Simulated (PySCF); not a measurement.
Input file:

```
{"job": {"kind": "nmr", "xc": "PBE0", "basis": "pcSseg-1"}, "charge": 0, "multiplicity": 1}
C      2.223699    -0.147901     0.176643
O      1.000128     0.453919     0.542458
C      0.070659     0.530669    -0.503299
O     -0.342405    -0.751003    -0.964410
C     -1.560190    -0.967873    -0.229459
Si    -1.641509     0.879595     0.300091
H      2.826555    -0.205134     1.080837
H      2.739087     0.456926    -0.579245
H      2.056272    -1.151127    -0.225303
H      0.494322     1.087544    -1.351882
H     -2.322044    -1.361723    -0.905375
H     -1.397189    -1.695863     0.571115
H     -2.555205     1.679884    -0.513403
H     -1.592857     1.191616     1.720604
```

Command:

```sh
OMP_NUM_THREADS=1 python probes_run.py task.json out
```

Geometry: GFN2-xTB.

These are results of PySCF, PBE0/pcSseg-1, SCF density, gas phase, non-relativistic, not measurements.

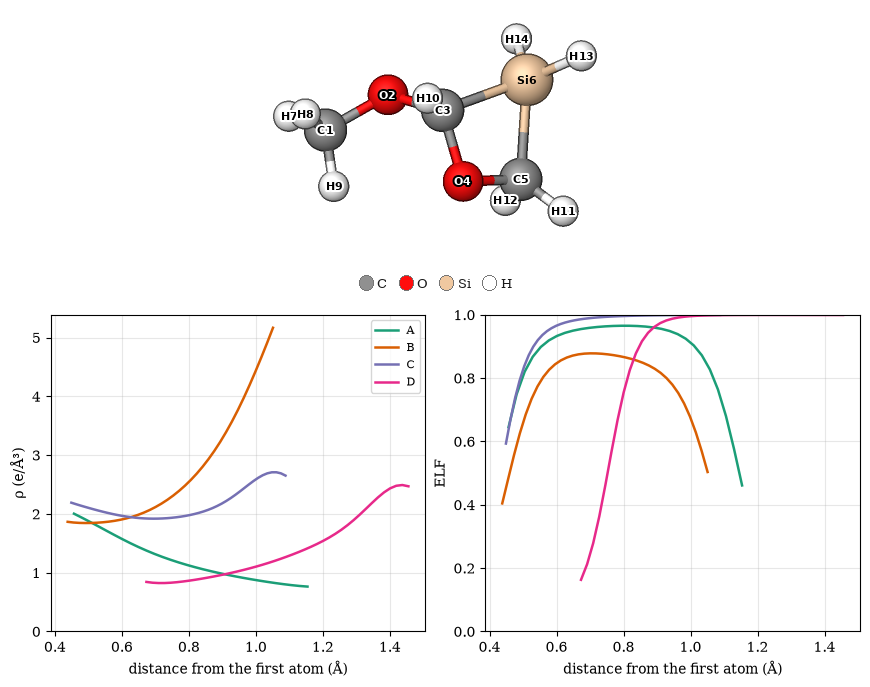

C₃H₈O₂Si. Electron density and electron localisation function along straight lines between neighbouring atoms. The curves leave out the atomic cores. The structure is drawn too.

**Which curve belongs to which contact (C–H, C–O, C–Si and Si–H)? The first atom named is at distance zero.**

Curve A: C–Si (1.92 Å): ρ is about 0.91 e/Å³ halfway; the ELF peaks at about 0.95 between the atoms: localised, covalent bonding. Curve B: C–O (1.40 Å): ρ at the midpoint is about 2.1 e/Å³, with its minimum of 1.8 e/Å³ about 0.5 Å from C; the ELF peaks at about 0.90 between the atoms (a shared but strongly polarised pair). Curve C: C–H (1.09 Å): the density is about 2 e/Å³ at the midpoint; the ELF climbs to about 1 towards the hydrogen, as it does in any bond to H: an ordinary covalent bond to hydrogen. Curve D: Si–H (1.46 Å): ρ is about 0.82 e/Å³ halfway; the ELF climbs to about 1 towards the hydrogen.
